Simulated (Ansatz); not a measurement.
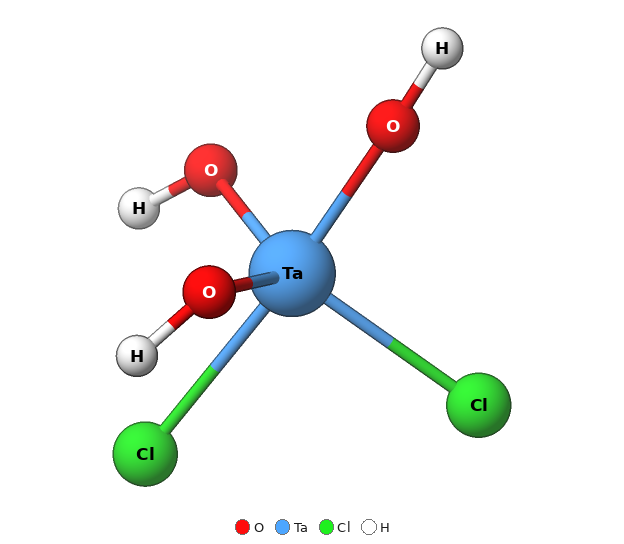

The picture shows a molecular structure as a ball-and-stick model.

Charge 0, singlet. Computed geometry: PBE0-D4/def2-TZVP optimisation.

Count the atoms of each element.

Answer. Cl₂H₃O₃Ta, 9 atoms: 2 chlorine, 3 hydrogen, 3 oxygen and 1 tantalum.

What is its SMILES?

Answer. [OH][Ta]([OH])([OH])([Cl])[Cl]

More results for the same structure follow; atom numbers are the same in all pictures, views and colours differ.

**Geometry**

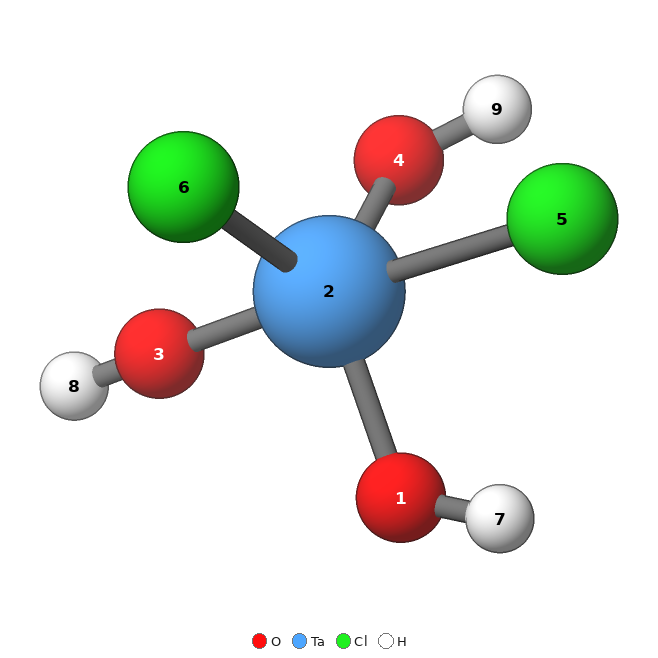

Atoms carry their numbers in the input.

Which bond is the longest?

Answer. Ta2–Cl5, 2.405 Å.

**Levels of theory compared**

Program: Ansatz 0.2.0.

Compare dipole (D), HOMO energy (eV) at these levels: B3LYP-D4/def2-TZVPP; PBE-D4/def2-TZVPP; r2SCAN-D4/def2-TZVPP; ωB97M-V/def2-TZVPP.

```csv
level,dipole (D),HOMO energy (eV)
B3LYP-D4/def2-TZVPP,2.62,−8.26
PBE-D4/def2-TZVPP,2.69,−7.13
r2SCAN-D4/def2-TZVPP,2.74,−7.51
ωB97M-V/def2-TZVPP,2.69,−10.77
```

**Vibrations**

Harmonic vibrations computed with RKS PBE0-D4/def2-TZVP, core potentials on Ta (Ansatz 0.2.0) at a stationary point of the same level.

How many vibrational modes are there, and where do they lie?

Answer. 21 modes: 60, 62, 130, 163, 171, 226, 235, 321, 327, 335, 395, 410, 455, 624, 634, 702, 728, 772, 3885, 3887, 3983 cm⁻¹.

**Charges**

The questions are on Mulliken charges. Level of theory: RKS PBE0-D4/def2-TZVP, core potentials on Ta (Ansatz 0.2.0).

Give the Mulliken charges atom by atom.

```
atom  value (e)
  O1      −0.58
 Ta2       1.41
  O3      −0.56
  O4      −0.58
 Cl5      −0.43
 Cl6      −0.32
  H7       0.36
  H8       0.34
  H9       0.36
```

Mulliken values depend strongly on the basis set and can even reverse the polarity of a bond.
